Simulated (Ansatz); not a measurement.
**Ni(111) film of 2 layers: electron–phonon coupling and resistivity**

How good a conductor is Ni(111) film of 2 layers when only phonons scatter, and how much computing does the answer need?

Program: Ansatz 0.2.0. Level of theory: DFT PBE, scalar-relativistic, plane waves, PAW. Results are calculated unless marked as measured.

### 1. Starting point

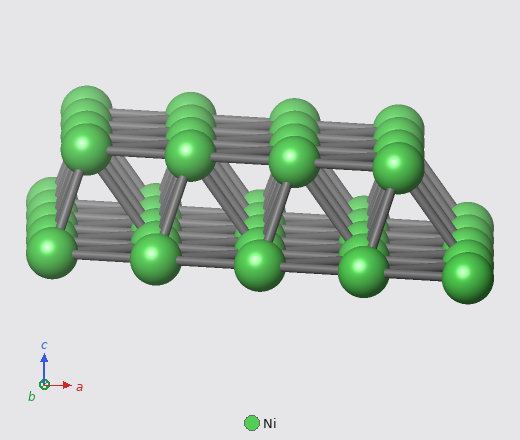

Start, viewed nearly edge on; nickel green. 4×4×1 cells are drawn. Some periodic images of atoms are drawn too.

The cell holds 2 atoms: 2 Ni. Its edges and angles: a = 2.489 Å, b = 2.489 Å, c = 13.032 Å, α = 90.0°, β = 90.0°, γ = 120.0°. It derives from Ni. Vacuum lies along c.

Coordinates:

```cif
data_structure
_symmetry_space_group_name_H-M 'P 1'
_symmetry_Int_Tables_number 1
_cell_length_a 2.4890
_cell_length_b 2.4890
_cell_length_c 13.0323
_cell_angle_alpha 90.000
_cell_angle_beta 90.000
_cell_angle_gamma 120.000
_cell_volume 69.92
loop_
_atom_site_label
_atom_site_type_symbol
_atom_site_fract_x
_atom_site_fract_y
_atom_site_fract_z
_atom_site_occupancy
Ni1 Ni 0.00000 0.00000 0.42203 1
Ni2 Ni 0.33333 0.66667 0.57797 1
```

### 2. Relaxing cell and atoms

The structure is brought to rest under this functional.

input.yaml

```yaml
crystal:
  lattice:
    - [2.48902, 0.0, 0.0]
    - [-1.24451, 2.15555, 0.0]
    - [0.0, 0.0, 13.03227]
  atoms:
    - { symbol: Ni, position: [0.0, 0.0, 0.42202922], spin: 0.78 }
    - { symbol: Ni, position: [0.33333333, 0.66666667, 0.57797078], spin: 0.78 }
  periodic: [true, true, false]
kpoints:
  mp_grid: { grid: [15, 15, 1] }
hamiltonian:
  xc: pbe
scf:
  occupations: { method: gaussian, width: 0.1 }
output:
  forces: true
  stress: true
  eigenvalues: true
  populations: true
magnetization:
  spin_polarized: true
relax:
  adjacent_minimum: "off"
  f_tol: 0.005
  max_steps: 80
  cell: { stress_2d_tol: 0.02 }
```

The run is started by

```
ansatz run input.yaml --threads 4 --pin off --max-ram 16384MiB --backend cpu --events-out ev --progress --plain --runs-dir out
```

Numbers of over 12 decimals in the logs are rounded to 6 here.

Log:

```text
Warning: crystal.periodic: the lattice vector that does not repeat stood 0.000° off the slab's normal, 13.032 Å along it as the deck builds it. The run solves the slab on a vector along the normal, 27.865 Å long, with every atom where it was (on the deck's vector they left 11.00 Å outside them, and the widest stretch free of ions among them is 2.03 Å). A fractional position that the run reports is one of the run's ce [...]
crystal.periodic: the lattice vector that does not repeat stood 0.000° off the slab's normal, 13.032 Å along it as the deck builds it. The run solves the slab on a vector along the normal, 27.865 Å long, with every atom where it was (on the deck's vector they left 11.00 Å outside them, and the widest stretch free of ions among them is 2.03 Å). A fractional position that the run reports is one of the run's cell, which [...]
Engine: ansatz 0.2.0, aarch64-unknown-linux-gnu
Pseudopotentials: kind: paw
Pseudopotential: Ni, paw, valence charge 18, recommended cutoff 420 eV (normal), Ni.paw.azcp
Functional definition: PBE
  parameter kappa = 0.804
  parameter beta = 0.066725
  exchange = pbe_x(kappa = kappa, mu = beta*pi^2/3)
  correlation = pbe_c(beta = beta)
Crystal: 2 atoms, lattice volume = 149.499 Å³
Basis set: ecut = 420 eV, 2787 PW (Γ), exchange–correlation on 36×36×384 points (8 copies of the dense FFT grid, shifted against one another)
Bands: 23, of which v1, the nominal top of the filled ones, is band 18 counted from 1 (17 counted from 0)
Symmetry: 12 space group operations
Space group: P-3m1 (ITA 164), of the structure as read, at distance tolerance 5.3e-5 Å
Magnetic group: BNS 164.85 (UNI 1315), of the structure as read, at distance tolerance 5.3e-5 Å
k-points: 27 of 225
Non-local potential: Ni, projectors of the file, l = 0: 3, l = 1: 2, l = 2: 3, l = 3: 1
PAW form: soft (Blöchl's): semilocal exchange-correlation on the pseudo side does not see the compensation charge
PAW one-centre angular grid: Ni, 590 points (default); XC on 64 Gauss nodes
Initial density: superposition of atomic densities (neutral atoms: chi_scale 0, normalization atom)
Starting moments: Σ|m| = 1.56 μB on 2 of 2 sites
Initial wavefunctions: pseudopotential atomic-orbital guess
Functional: x = pbe(κ = 0.804, μ = 0.219515), c = pbe(β = 0.066725)
SCF iter   1: F=—  HF=-11676.187134 eV  |F-HF|=—  |Δ(HF+E_count)|=         —  Δρ=1.36e-2 (↑1.01e-2 ↓1.36e-2)  dr2=1.35e0  dr2_m=1.07e-1  M=1.593 μB ∫|m|=1.688 μB  β_m=0.30  ethr=3.10e-3  ⟨swp⟩=13.1  Hψ=9544  notcnv=0
Mixer restart at iter 1: flushing history
preconditioner: auto → LDOS  [metal: Δε(μ)=0.017 eV  Ē_g=6.967 eV  σ=0.100 eV  W_gap=0.10  n_scr=18 (ndim 8)  ℏωp=13.6 eV  f_vac=0.777  D(μ)=5.16/eV (n_scr^D=22)]
spin=Collinear: LDOS preconditioning applied to the charge; magnetization (m = ρ↑ − ρ↓) channel mixes plain (no charge-response kernel on spin).
SCF iter   2: F=—  HF=-11676.708533 eV  |F-HF|=—  |Δ(HF+E_count)|=   5.21e-1  Δρ=1.13e-2 (↑1.13e-2 ↓6.32e-3)  dr2=3.60e-1  dr2_m=6.13e-2  M=1.570 μB ∫|m|=1.708 μB  β_m=0.43  ethr=3.10e-3  ⟨swp⟩=2.9  Hψ=2220  notcnv=0  defer=18
SCF iter   3: F=—  HF=-11677.729426 eV  |F-HF|=—  |Δ(HF+E_count)|=    1.02e0  Δρ=4.40e-3 (↑4.37e-3 ↓4.40e-3)  dr2=3.80e-2  dr2_m=1.95e-2  M=1.572 μB ∫|m|=1.747 μB  β_m=0.52  ethr=1.00e-3  ⟨swp⟩=5.4  Hψ=3051  notcnv=0  defer=19
SCF iter   4: F=—  HF=-11678.085871 eV  |F-HF|=—  |Δ(HF+E_count)|=         —  Δρ=4.10e-3 (↑2.75e-3 ↓4.10e-3)  dr2=4.79e-2  dr2_m=2.63e-3  M=1.500 μB ∫|m|=1.710 μB  β_m=0.52  ethr=1.05e-4  ⟨swp⟩=3.4  Hψ=2938  notcnv=0  defer=19
SCF iter   5: F=—  HF=-11678.156254 eV  |F-HF|=—  |Δ(HF+E_count)|=   7.04e-2  Δρ=2.50e-3 (↑9.83e-4 ↓2.50e-3)  dr2=6.40e-3  dr2_m=3.52e-3  M=1.478 μB ∫|m|=1.701 μB  β_m=0.76  ethr=1.05e-4  ⟨swp⟩=2.9  Hψ=2482  notcnv=0  defer=20
SCF iter   6: F=—  HF=-11678.158677 eV  |F-HF|=—  |Δ(HF+E_count)|=   2.42e-3  Δρ=1.16e-3 (↑4.38e-4 ↓1.16e-3)  dr2=3.79e-3  dr2_m=2.67e-4  M=1.475 μB ∫|m|=1.700 μB  β_m=0.68  ethr=1.78e-5  ⟨swp⟩=3.0  Hψ=2870  notcnv=0  defer=22
SCF iter   7: F=—  HF=-11678.159196 eV  |F-HF|=—  |Δ(HF+E_count)|=   5.19e-4  Δρ=1.68e-4 (↑1.68e-4 ↓1.21e-4)  dr2=6.56e-5  dr2_m=1.01e-5  M=1.473 μB ∫|m|=1.697 μB  β_m=0.77  ethr=1.05e-5  ⟨swp⟩=2.4  Hψ=2130  notcnv=0  defer=21
SCF iter   8: F=—  HF=-11678.159196 eV  |F-HF|=—  |Δ(HF+E_count)|=   5.79e-7  Δρ=8.63e-5 (↑5.57e-5 ↓8.63e-5)  dr2=1.72e-5  dr2_m=5.88e-7  M=1.473 μB ∫|m|=1.697 μB  β_m=0.88  ethr=1.82e-7  ⟨swp⟩=3.8  Hψ=2942  notcnv=0  defer=21
SCF iter   9: F=—  HF=-11678.159201 eV  |F-HF|=—  |Δ(HF+E_count)|=   5.59e-6  Δρ=2.71e-5 (↑2.20e-5 ↓2.71e-5)  dr2=1.83e-6  dr2_m=5.30e-8  M=1.473 μB ∫|m|=1.697 μB  β_m=0.85  ethr=4.77e-8  ⟨swp⟩=2.5  Hψ=1983  notcnv=0  defer=21
SCF iter  10: F=—  HF=-11678.159203 eV  |F-HF|=—  |Δ(HF+E_count)|=   1.10e-6  Δρ=4.91e-6 (↑4.91e-6 ↓2.81e-6)  dr2=4.82e-8  dr2_m=5.06e-9  M=1.473 μB ∫|m|=1.697 μB  β_m=0.91  ethr=5.07e-9  ⟨swp⟩=3.2  Hψ=2594  notcnv=0  defer=21
SCF iter  11: F=-11678.159203 eV  HF=-11678.159203 eV  |F-HF|=2.33e-10  |Δ(HF+E_count)|=   4.70e-8  Δρ=1.31e-6 (↑1.31e-6 ↓9.61e-7)  dr2=8.54e-10  dr2_m=1.37e-9  M=1.473 μB ∫|m|=1.697 μB  ethr=1.34e-10  ⟨swp⟩=10.8  Hψ=8247  notcnv=0
SCF 1 converged in 11 iterations: F = -11678.159203 eV  dr2 = 8.54e-10
  greatest PAW one-centre occupation: 1.001 electrons in one spin orbital (limit 2), on the Ni atom at site 1 (counted from 0), in its partial waves of l = 1
relax step   1: F+E_penalty+E_count = -11678.15920258 eV  Δ(F+E_penalty+E_count) = +0.000e0 eV  max|allowed force component| = 3.358e-1 eV/Å  Δτ_max = 0.0000 Å  P = -5.279 N/m  Ω = 149.499 Å³  fix = [c, alpha, beta]  reactions: c -0.000 N/m  (11 SCF iters, dr2 threshold 1.00e-7 eV, accepted)
Crystal: 2 atoms, lattice volume = 146.199 Å³
Basis set: ecut = 420 eV, 2763 PW (Γ), exchange–correlation on 36×36×384 points (8 copies of the dense FFT grid, shifted against one another)
Initial density: handed on by an earlier stage of this run
Starting moments: Σ|m| = 1.56 μB on 2 of 2 sites; this step starts from the density that it was given
Initial wavefunctions: those handed on with the density
iter 1 solved again at ethr=2.09e-5 eV; its pass at ethr=3.10e-3 eV (dr2=7.51e-3 eV) is discarded
SCF iter   1: F=—  HF=-11678.196290 eV  |F-HF|=—  |Δ(HF+E_count)|=         —  Δρ=1.61e-3 (↑1.31e-3 ↓1.61e-3)  dr2=7.82e-3  dr2_m=1.89e-4  M=1.473 μB ∫|m|=1.691 μB  β_m=0.65  ethr=2.09e-5  ⟨swp⟩=2.4  Hψ=8649  notcnv=0
preconditioner: auto → LDOS  [metal: Δε(μ)=0.002 eV  Ē_g=6.997 eV  σ=0.100 eV  W_gap=0.01  n_scr=12 (ndim 8)  ℏωp=13.7 eV  f_vac=0.788  D(μ)=3.71/eV (n_scr^D=18)]
[...]
relax step   4: F+E_penalty+E_count = -11678.21075041 eV  Δ(F+E_penalty+E_count) = -9.558e-5 eV  max|allowed force component| = 8.329e-4 eV/Å  Δτ_max = 0.0015 Å  P = +0.017 N/m  Ω = 141.942 Å³  energy of the carried Pulay correction = +4.379e-4 eV  fix = [c, alpha, beta]  reactions: c +0.000 N/m  (7 SCF iters, dr2 threshold 6.65e-8 eV, accepted)
[...]
relax step   5: F+E_penalty+E_count = -11678.21010755 eV  Δ(F+E_penalty+E_count) = +6.429e-4 eV  max|allowed force component| = 7.118e-4 eV/Å  Δτ_max = 0.0000 Å  P = +0.042 N/m  Ω = 141.942 Å³  fix = [c, alpha, beta]  reactions: c +0.000 N/m  stress off target by 4.23e-2 N/m on what of the cell is left free  SCF on the basis re-selected at this cell (its energy is not comparable with the rows above)  (10 SCF iters)
[...]
relax step   6: F+E_penalty+E_count = -11678.21010636 eV  Δ(F+E_penalty+E_count) = +1.190e-6 eV  max|allowed force component| = 9.226e-5 eV/Å  Δτ_max = 0.0002 Å  P = -0.002 N/m  Ω = 142.005 Å³  energy of the carried Pulay correction = -4.233e-6 eV  fix = [c, alpha, beta]  reactions: c -0.000 N/m  (6 SCF iters, dr2 threshold 3.10e-9 eV, accepted)
iter 1 solved again at ethr=4.25e-6 eV; its pass at ethr=3.10e-3 eV (dr2=1.53e-3 eV) is discarded
SCF iter   1: F=—  HF=-11678.208004 eV  |F-HF|=—  |Δ(HF+E_count)|=         —  Δρ=6.59e-5 (↑6.59e-5 ↓5.40e-5)  dr2=4.43e-7  dr2_m=5.54e-8  M=1.454 μB ∫|m|=1.660 μB  β_m=0.65  ethr=4.25e-6  ⟨swp⟩=4.8  Hψ=12861  notcnv=0
eigensolver tolerance schedule: the retry pair's looser diagonalisation over-reported the residual by 3455.86 of it (diagonalisation noise at an unbounded share of the residual, at the tolerance the schedule requests for it); recorded, not acted on — ethr = c·dr2/N_el stays at c = 1.0e-1
preconditioner: auto → LDOS  [metal: Δε(μ)=0.008 eV  Ē_g=7.181 eV  σ=0.100 eV  W_gap=0.04  n_scr=12 (ndim 8)  ℏωp=13.9 eV  f_vac=0.790  D(μ)=3.67/eV (n_scr^D=18)]
spin=Collinear: LDOS preconditioning applied to the charge; magnetization (m = ρ↑ − ρ↓) channel mixes plain (no charge-response kernel on spin).
SCF iter   2: F=—  HF=-11678.209614 eV  |F-HF|=—  |Δ(HF+E_count)|=   1.61e-3  Δρ=2.33e-5 (↑2.33e-5 ↓1.93e-5)  dr2=9.17e-8  dr2_m=7.03e-9  M=1.454 μB ∫|m|=1.661 μB  β_m=0.60  ethr=1.23e-9  ⟨swp⟩=5.1  Hψ=4279  notcnv=0
SCF iter   3: F=—  HF=-11678.209971 eV  |F-HF|=—  |Δ(HF+E_count)|=   3.57e-4  Δρ=8.57e-6 (↑8.57e-6 ↓7.48e-6)  dr2=4.89e-8  dr2_m=8.43e-10  M=1.454 μB ∫|m|=1.660 μB  β_m=0.54  ethr=2.55e-10  ⟨swp⟩=4.2  Hψ=3270  notcnv=0
SCF iter   4: F=—  HF=-11678.210058 eV  |F-HF|=—  |Δ(HF+E_count)|=   8.69e-5  Δρ=9.10e-7 (↑9.10e-7 ↓8.41e-7)  dr2=1.55e-9  dr2_m=3.63e-11  M=1.454 μB ∫|m|=1.661 μB  β_m=0.51  ethr=1.36e-10  ⟨swp⟩=3.4  Hψ=2603  notcnv=0
SCF iter   5: F=—  HF=-11678.210061 eV  |F-HF|=—  |Δ(HF+E_count)|=   3.64e-6  Δρ=2.42e-7 (↑1.95e-7 ↓2.42e-7)  dr2=4.42e-10  dr2_m=1.51e-11  M=1.454 μB ∫|m|=1.661 μB  β_m=0.75  ethr=4.30e-12  ⟨swp⟩=3.3  Hψ=2657  notcnv=0
SCF iter   6: F=—  HF=-11678.210062 eV  |F-HF|=—  |Δ(HF+E_count)|=   2.50e-7  Δρ=1.60e-7 (↑1.17e-7 ↓1.60e-7)  dr2=1.99e-10  dr2_m=1.64e-12  M=1.454 μB ∫|m|=1.661 μB  β_m=0.64  ethr=1.23e-12  ⟨swp⟩=3.0  Hψ=2278  notcnv=0
SCF iter   7: F=—  HF=-11678.210108 eV  |F-HF|=—  |Δ(HF+E_count)|=   4.63e-5  Δρ=1.65e-7 (↑1.65e-7 ↓1.44e-7)  dr2=1.92e-11  dr2_m=2.81e-11  M=1.454 μB ∫|m|=1.660 μB  β_m=0.63  ethr=1.00e-12  ⟨swp⟩=5.0  Hψ=3128  notcnv=0
SCF iter   8: F=—  HF=-11678.210108 eV  |F-HF|=—  |Δ(HF+E_count)|=   2.08e-9  Δρ=1.35e-7 (↑1.35e-7 ↓1.18e-7)  dr2=1.12e-11  dr2_m=1.89e-11  M=1.454 μB ∫|m|=1.660 μB  β_m=0.81  ethr=1.00e-12  ⟨swp⟩=1.2  Hψ=1285  notcnv=0
SCF iter   9: F=—  HF=-11678.210108 eV  |F-HF|=—  |Δ(HF+E_count)|=   2.09e-9  Δρ=1.83e-8 (↑9.30e-9 ↓1.83e-8)  dr2=1.70e-12  dr2_m=1.61e-13  M=1.454 μB ∫|m|=1.660 μB  β_m=0.87  ethr=1.00e-12  ⟨swp⟩=2.3  Hψ=1679  notcnv=0
SCF iter  10: F=-11678.210108 eV  HF=-11678.210108 eV  |F-HF|=1.31e-10  |Δ(HF+E_count)|=  1.64e-11  Δρ=1.46e-8 (↑9.08e-9 ↓1.46e-8)  dr2=6.09e-13  dr2_m=5.68e-14  M=1.454 μB ∫|m|=1.660 μB  ethr=1.00e-12  ⟨swp⟩=10.7  Hψ=8519  notcnv=0
SCF 7 converged in 10 iterations: F = -11678.210108 eV  dr2 = 6.09e-13
relax step   7: F+E_penalty+E_count = -11678.21010786 eV  Δ(F+E_penalty+E_count) = -1.499e-6 eV  max|allowed force component| = 9.146e-5 eV/Å  Δτ_max = 0.0000 Å  P = -0.002 N/m  Ω = 142.005 Å³  fix = [c, alpha, beta]  reactions: c -0.000 N/m  stress off target by 2.03e-3 N/m on what of the cell is left free  SCF on the basis re-selected at this cell (its energy is not comparable with the rows above)  (10 SCF iters)
basis re-selected at this cell: Δ(F+E_penalty+E_count) = -1.499e-6 eV, ΔP = +0.000 N/m vs the last step (what re-selecting the basis moved, of the pressure what is left beyond the Pulay correction that the steps carried, after the strain that the cell walked since its last selection, with what the two solves' SCF thresholds leave and, on support functions, any second-order correction that the steps lacked; it is no m [...]
SCF converged after 10 iterations
Magnetization: 1.4541 μB (18.7271 up, 17.2729 down)
Absolute magnetization: 1.6620 μB (∫|ρ↑−ρ↓|, with the PAW one-centre terms)
Spin contamination: 0.0219 ħ² per cell (⟨S²⟩ above its minimum at these occupations)
Per-site moments (μB) at R_I (Å): [(0.770257, 1.000656), (0.770257, 1.000656)]
Free energy (F): -11678.210108 eV
Harris-Foulkes:  -11678.210108 eV  (|F-HF|=1.31e-10)
Internal energy: -11678.191763 eV  (E = F + TS)
E sigma→0 (E₀):  -11678.200936 eV
Entropy (-TS):   -0.018345 eV (-9.172 meV/atom)
Fermi energy:    -5.064102 eV
--- Per-component energies (eV) ---
  E_band       = -1399.504025
  E_kinetic    = 563.526245
  E_local      = -139128.389417  (includes V_loc(G=0)·N_el)
  E_nonlocal   = 1274.559057
  E_hartree    = 68581.057727
  E_xc         = -167.773415
  E_vxc        = -216.144737  (∫ρ·V_xc dr)
  E_paw        = -3262.065876  (= ΣΔE_a)
  E_vpaw       = -1055.171951  (= ΣTr[D̂ρ^β])
  E_aug_tail   = 0.001108  (compensation charges beyond the density's cutoff)
  E_ewald      = 60460.892807
  E_smearing   = -0.018345  (= −TS)
  E_closure    = 0.000000  (closes the sum)
  Σ components = -11678.210108   (vs F -11678.210108, Δ=0.00e0)
--- Forces (eV/Å), atoms counted from 1 ---
  atom   1  Ni    -0.00000000     0.00000000     0.00009146
  atom   2  Ni    -0.00000000    -0.00000000    -0.00009146
  max |Σ_I F_I| component: 2.31e-18 eV/Å
--- 2D stress c σ (N/m, compression-positive) ---
       -0.002026       0.000000      -0.000000
        0.000000      -0.002026      -0.000000
       -0.000000      -0.000000      -0.000000
  P = ½ c Tr σ = -0.0020 N/m
--- Band table (eV; the first three rows and the last of 54) ---
  k-point 0 ↑: bands = [... 14 lower, -7.3623, -6.7312, -6.1755, -6.1755, -5.7498, -5.7498, -4.7903, -0.4035, ... 1 higher]
  k-point 1 ↑: bands = [... 14 lower, -7.2996, -6.7957, -6.2014, -6.1320, -5.9974, -5.7469, -4.3087, -0.2623, ... 1 higher]
  k-point 2 ↑: bands = [... 14 lower, -7.1208, -6.9457, -6.5012, -6.2624, -5.7438, -5.7239, -3.4138, 0.1610, ... 1 higher]
  k-point 26 ↓: bands = [... 14 lower, -6.7215, -5.6341, -5.0478, -5.0478, 1.0657, 1.4406, 1.4406, 4.0255, ... 1 higher]
--- Relaxed structure (5 steps of the walk, 5 accepted, 2 SCFs on fresh bases) ---
  F+E_penalty+E_count = -11678.21010786 eV   max|allowed force component| = 9.146e-5 eV/Å   (the final SCF, on the basis selected at the relaxed cell)
  cell:  # Å, volume = 142.0052 Å³
    - [2.425832, 0.0, 0]
    - [-1.212916, 2.100832, 0]
    - [0, 0, 27.864545]
  atoms:
    - { symbol: Ni, position: [3.254776687851859e-17, -2.312964641528914e-17, 0.197785] }
    - { symbol: Ni, position: [0.333333, 0.666667, 0.269916] }
--- Löwdin populations: 2 sites ---
  site symbol       q [e]    m [muB]
     0     Ni     17.7917     0.7642
     1     Ni     17.7917     0.7642
  spilling = 0.011574 (of n_electrons = 36.000000)
```

It took 28 s on 4 threads of Arm Neoverse V1, shared host; peak memory 0.55 GiB; 1.8 min of CPU time.

Relaxation path:

| step | energy less that of the first step (eV) | largest force component (eV/Å) | volume (Å³) |
| --- | --- | --- | --- |
| 1 | 0.0000 | 0.3358 | 149.50 |
| 2 | -0.0355 | 0.1631 | 146.20 |
| 3 | -0.0515 | 0.0078 | 142.27 |
| 4 | -0.0515 | 0.0008 | 141.94 |
| 5* | -0.0509 | 0.0007 | 141.94 |
| 6 | -0.0509 | 0.0001 | 142.01 |
| 7* | -0.0509 | 0.0001 | 142.01 |

Relaxation steps marked * repeat the geometry before them on a plane-wave basis chosen anew for their cell, so energy and pressure can jump there.

Forces are held to the 12 operations that the run works with; a distortion that breaks them can't arise in this run.

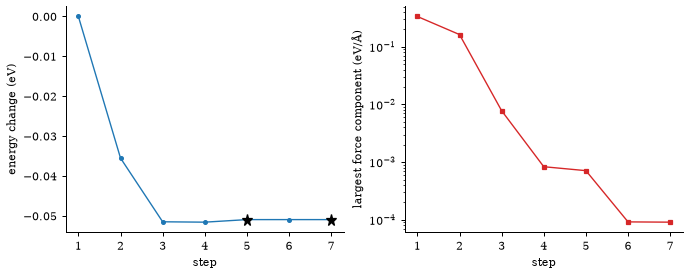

Energy and largest force along the relaxation. Stars mark steps on a basis chosen anew.

| cell as run | before | after | change |
| --- | --- | --- | --- |
| a (Å) | 2.489 | 2.426 | -2.5 % |
| b (Å) | 2.489 | 2.426 | -2.5 % |

The atoms that moved most (Å, along periodic axes as changes of fractional coordinates times the final cell, across vacuum about the mean position):

| atom | dx | dy | dz | length |
| --- | --- | --- | --- | --- |
| Ni1 | 0.000 | 0.000 | 0.011 | 0.011 |
| Ni2 | 0.000 | 0.000 | -0.011 | 0.011 |

The relaxed structure:

```xyz
2
Lattice="2.4258 0.0000 0.0000 -1.2129 2.1008 0.0000 0.0000 0.0000 27.8645" Properties=species:S:1:pos:R:3
Ni    0.0000    0.0000    5.5112
Ni    0.0000    1.4006    7.5211
```

Numbers from this step:

```yaml
magnetization: 1.454 μB
absolute_magnetization: 1.662 μB
site_moments: 0.7703, 0.7703 μB
metallic_on_mesh: yes
gap_on_the_k_mesh: 0 eV
```

The relaxation ends with a largest force component of 9.1e-5 eV/Å.

### 3. Tight relaxation

No force is left; the cell is relaxed once more with another smearing and tight thresholds.

input.yaml, the sections that differ from step 2:

```yaml
crystal:
  lattice:
    - [2.425832416, 0.0, 0.0]
    - [-1.212916208, 2.1008324975, 0.0]
    - [0.0, 0.0, 27.8645450283]
  atoms:
    - { symbol: Ni, position: [0.0, 0.0, 0.1977847135], spin: 0.85 }
    - { symbol: Ni, position: [0.3333333333, 0.6666666667, 0.2699160865], spin: 0.85 }
  periodic: [true, true, false]
scf:
  occupations: { method: gaussian, width: 0.15 }
relax:
  adjacent_minimum: "off"
  f_tol: 0.001
  max_steps: 60
  cell: { stress_2d_tol: 0.002 }
# kpoints, hamiltonian, output, magnetization: as in step 2
```

Log:

```text
[the first part of the log is left out]
  E_aug_tail   = 0.001120  (compensation charges beyond the density's cutoff)
  E_ewald      = 60471.483916
  E_smearing   = -0.041199  (= −TS)
  E_closure    = 0.000000  (closes the sum)
  Σ components = -11678.221566   (vs F -11678.221566, Δ=0.00e0)
--- Forces (eV/Å), atoms counted from 1 ---
  atom   1  Ni     0.00000000     0.00000000    -0.00001220
  atom   2  Ni    -0.00000000    -0.00000000     0.00001220
  max |Σ_I F_I| component: 1.16e-18 eV/Å
[...]
--- Relaxed structure (3 steps of the walk, 3 accepted, 1 SCFs on fresh bases) ---
[...]
cell:  # Å, volume = 141.9565 Å³
    - [2.425417, 0.0, 0]
    - [-1.212709, 2.100473, 0]
    - [0, 0, 27.8645450283]
  atoms:
    - { symbol: Ni, position: [9.251858539620039e-18, -5.0885221963063393e-17, 0.197749] }
    - { symbol: Ni, position: [0.333333, 0.666667, 0.269952] }
--- Löwdin populations: 2 sites ---
  site symbol       q [e]    m [muB]
     0     Ni     17.7917     0.7588
     1     Ni     17.7917     0.7588
  spilling = 0.011572 (of n_electrons = 36.000000)
[key lines of the parts left out:]
P = ½ c Tr σ = -0.0006 N/m
```

Run time: 18 s. Hardware: 4 threads; peak memory 0.54 GiB; 65 s of CPU time.

Little changed from the start: no atom moved by 0.005 Å and no cell edge by 0.1 %.

This step gave:

```
magnetization          : 1.444 μB
absolute magnetization : 1.647 μB
site moments           : 0.7639, 0.7639 μB
```

(Continued in part 2 of 4.)

[Logs are printed without paths, hosts, clocks, repeated set-up lines and the standing remarks that a program may print on its own settings, such as how far it seeks lower states.]

[Hosts, paths, dates, database ids (printed as entryN), source tags and the programs' standing remarks are cut or masked in the printed files.]
